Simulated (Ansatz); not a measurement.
Fields on a plane of Bi2Te3 (Bi2Te3 type, space group R-3m)

```
CELL_PARAMETERS angstrom
      2.19356     1.26645    10.09527
     -2.19356     1.26645    10.09527
      0.00000    -2.53291    10.09527
ATOMIC_POSITIONS crystal
  Bi 0.40015 0.40015 0.40015
  Bi 0.59985 0.59985 0.59985
  Te 0.00000 0.00000 0.00000
  Te 0.20935 0.20935 0.20935
  Te 0.79065 0.79065 0.79065
```

The slice is a (1 -1 0 2) plane (indices of the conventional cell) through the point (0.600, 0.600, 0.600) (fractional), spanned by u = [1 0 -1] and v = [010] in vectors of this cell: u (4.39 Å) and v (10.41 Å, at 90° to u). It covers one period; positions are fractions (u, v).

Atoms on it: Bi at (0.00, 0.00). Other atoms lie within 1 Å of the plane.

Computed with PBE-D3(BJ) (plane waves to 420 eV, PAW, scalar-relativistic; Ansatz, a quantum-chemistry and plane-wave program). k mesh 9×9×9. These are valence fields of a PAW run, semicore shells included where kept as valence: close to a nucleus they are smooth pseudo fields. Bi2Te3 was relaxed with its symmetry unable to fall. Spin-orbit coupling is left out, though Bi and Te are heavy.

```
|@@##==--::--==##|
|++==============|
|::--==++++++==--|
|..::--++**++--::|
|  ..--==++==--..|
|    ..------..  |
|................|
|--::..      ..::|
|==--::      ::--|
|==--::      ::--|
|==--::      ::--|
|--::..........::|
|::..::::--::::..|
|....--==++==--..|
|  ..--++**++--..|
|..::==++##++==::|
|::::--==++==--::|
|++==----------==|
|@@##==::::::==##|
|@@%%++::..::++%%|
```
Scale: ten equal steps from -1.69 (start of ' ') to 0.91 (end of '@'), in the order ' .:-=+*#%@'. Values: log₁₀ of the valence density in e/Å³. The map has 8 points along u (two characters each, u = 0 at the left) and 20 along v (v = 0 in the bottom row). The scale is logarithmic, as a density can span decades between atoms and voids.

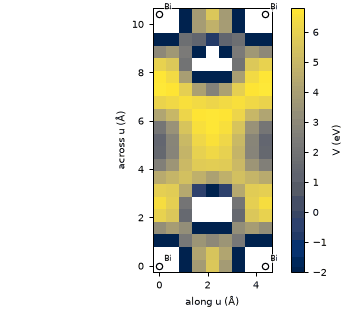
Electrostatic potential energy of an electron, from the cell's mean, in eV, one period of the plane, atoms marked. Points within 1 Å of a nucleus are left white, as the pseudised field means little there. Values under -2 eV are set to -2. The zero, the cell's mean, hangs on the PAW cores.
